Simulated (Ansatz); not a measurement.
# PO (Phosphorus monoxide): levels of theory compared

We compute a comparison of 6 runs (UHF/STO-3G, UB2PLYP/STO-3G, UBLYP/STO-3G, UBCCD(T)/STO-3G, UCCSDTQ/STO-3G, UCCSD(T)/STO-3G) of PO (Phosphorus monoxide). 

Program for the calculation: Ansatz 0.2.0.

36 further runs of the same task are left out: 5 that didn't finish, 31 set aside as unsound or not needed.

## (1) The structure to begin with

PO has 2 atoms, charge 0, and is taken as a doublet. SMILES: `O=[P]`. The P2–O1 distance was set to 2.211 Å, away from the relaxed value.

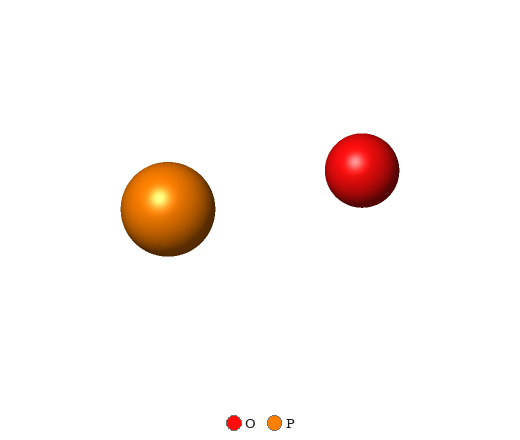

Viewed from a chosen angle; oxygen red, phosphorus orange.

## (2) A single-point energy at UHF/STO-3G (run 1)

input.yaml reads:

```yaml
crystal:
  periodic: [false, false, false]
  atoms:
    - symbol: O
      position_ang: [0.000000, -0.000000, -0.746460]
    - symbol: P
      position_ang: [-0.000000, 0.000000, 1.464540]
basis:
  gaussian: {orbitals: STO-3G}
magnetization: {spin_polarized: true, initial_magnetization: 1}
hamiltonian: {xc: hf}
accuracy: high
```

Launch:

```
$ ansatz run input.yaml --threads 1 --pin off --max-ram 3480MiB --events-out events.jsonl --progress --plain --runs-dir runs
```

Log:

```text
Warning: RAYON_NUM_THREADS=1 ignored (pool sized by the plan → 1); use --threads N
Functional definition: HF
  name "HF"
  exchange = exact_x
  correlation = 0
217 factors; integrals over basis functions are off by at most 2.4e-8 eV
mean field evaluation 1: about -11151.1717 eV, gradient 3.3e1 eV
mean field evaluation 2: about -11151.1976 eV, gradient 3.3e1 eV
mean field evaluation 4: about -11157.2053 eV, gradient 3.1e1 eV
mean field evaluation 8: about -11157.2856 eV, gradient 3.0e1 eV
mean field evaluation 16: about -11175.1751 eV, gradient 7.9e-2 eV
mean field evaluation 32: about -11175.1752 eV, gradient 1.8e-8 eV
mean field evaluation 64: about -11170.5671 eV, gradient 1.6e0 eV
mean field evaluation 96: about -11169.6104 eV, gradient 8.7e-2 eV
mean field evaluation 128: about -11168.9663 eV, gradient 6.0e0 eV
mean field -11175.17521478 eV, -410.6801143374 hartree, gradient 2.1e-8 eV, S^2 2.467892; 6 other end points of the search recorded, 0 dependent functions left out
reference -11175.17521478 eV, -410.6801143374 hartree; 12, 11 occupied and 2, 3 virtual orbitals, 217 factors
Total energy: -11175.17521478 eV, -410.6801143374 hartree
```

Wall time 0.26 s (1 thread of Intel Xeon Platinum 8488C (Sapphire Rapids), shared host).

## (3) A single-point energy at UB2PLYP/STO-3G (run 2)

input.yaml reads:

```yaml
crystal:
  periodic: [false, false, false]
  atoms:
    - symbol: O
      position_ang: [0.000000, -0.000000, -0.746460]
    - symbol: P
      position_ang: [-0.000000, 0.000000, 1.464540]
basis:
  gaussian:
    orbitals: STO-3G
hamiltonian:
  xc: {name: B2PLYP}
magnetization:
  spin_polarized: true
  initial_magnetization: 1
correlation:
  frozen_orbitals: {O: 1, P: 5}
accuracy: high
```

Launch:

```
$ ansatz run input.yaml --threads 1 --pin off --max-ram 3480MiB --events-out events.jsonl --progress --plain --runs-dir runs
```

Log (excerpt; [...] marks lines left out):

```text
Warning: RAYON_NUM_THREADS=1 ignored (pool sized by the plan → 1); use --threads N
Functional definition: B2PLYP
  name "B2PLYP"
[...]
217 factors; integrals over basis functions are off by at most 2.4e-8 eV
[...]
mean field -11190.19523821 eV, -411.2320900175 hartree, gradient 2.3e-8 eV, S^2 2.203733; 4 other end points of the search recorded, 0 dependent functions left out
6 core orbitals not correlated: weight in the atoms' cores, before any rotation towards them, 1.000 or more for the frozen orbitals, at most 0.000 for the correlated occupied ones
reference -11190.19524994 eV, -411.2320904486 hartree; 6, 5 occupied and 2, 3 virtual orbitals, 217 factors
second order -0.53121471 eV of doubles, -0.00000000 eV of singles
Total energy: -11190.33867791 eV, -411.2373613294 hartree
```

Run time: 2.1 s. Hardware: 1 thread of Intel Xeon Platinum 8488C (Sapphire Rapids), shared host; peak memory 0.12 GiB.

Runs 3 to 5 aren't shown in full; the table further down has their settings and results.

## (4) The energy at UCCSD(T)/STO-3G (run 6)

run.yaml reads:

```yaml
crystal:
  periodic: [false, false, false]
  atoms:
    - {symbol: O, position_ang: [0.000000, -0.000000, -0.746460]}
    - {symbol: P, position_ang: [-0.000000, 0.000000, 1.464540]}
basis:
  gaussian:
    orbitals: STO-3G
magnetization:
  spin_polarized: true
  initial_magnetization: 1
correlation:
  method: ccsd_t
  frozen_orbitals: {O: 1, P: 5}
accuracy: high
scf:
  omitted_lower_state_checks: [cluster_reference, increment]
```

Launch:

```
$ ansatz run run.yaml --threads 1 --pin off --max-ram 3480MiB --events-out events.jsonl --progress --plain --runs-dir runs
```

Log:

```text
Warning: RAYON_NUM_THREADS=1 ignored (pool sized by the plan → 1); use --threads N
[... 16 lines left out ...]
6 core orbitals not correlated: weight in the atoms' cores, before any rotation towards them, 1.000 or more for the frozen orbitals, at most 0.000 for the correlated occupied ones
[... 58 lines left out ...]
Total energy: -11175.86543080 eV, -410.7054793083 hartree
Checks for a lower state left out: cluster_reference, increment
```

Run time: 0.44 s. Hardware: 1 thread of Intel Xeon Platinum 8488C (Sapphire Rapids), shared host.

## (5) Overview of the runs

```
run            level  frozen core orbitals  energy (Eh)   ⟨S²⟩  wall time
  1       UHF/STO-3G                     –  -410.680114  2.468     0.26 s
  2   UB2PLYP/STO-3G                     6  -411.237361  2.204      2.1 s
  3     UBLYP/STO-3G                     –  -411.419397  1.616      1.9 s
  4  UBCCD(T)/STO-3G                     6  -410.707292  2.468     0.59 s
  5   UCCSDTQ/STO-3G                     6  -410.707848  2.468       31 s
  6  UCCSD(T)/STO-3G                     6  -410.705479  2.468     0.44 s
```

## (6) Summary of results

```
                                          quantity          value
                               run 6: total energy  -410.70548 Eh
run 6: correlation energy (6 core orbitals frozen)      -25.4 mEh
                             run 6: (T) correction      -0.20 mEh
          run 6: ⟨S²⟩ of the reference determinant          2.468
                              run 6: T1 diagnostic          0.057
```

What this shows: Below the UHF energy at the same shape and in the same basis (STO-3G): UBCCD(T) -27.2 mEh; UCCSDTQ -27.7 mEh; UCCSD(T) -25.4 mEh. Totals of different functionals can't be ranked against each other. In runs 1, 2, 3, 4, 5, 6 the basis is minimal, so the values are rough. Spin contamination of the reference: run 1 ⟨S²⟩ = 2.47, run 4 ⟨S²⟩ = 2.47, run 5 ⟨S²⟩ = 2.47, run 6 ⟨S²⟩ = 2.47, run 2 ⟨S²⟩ = 2.20, run 3 ⟨S²⟩ = 1.62. Where it is this large, the reference is a mixture of spin states, and values that rest on it are in doubt. All runs together took 36 s, the longest 31 s.
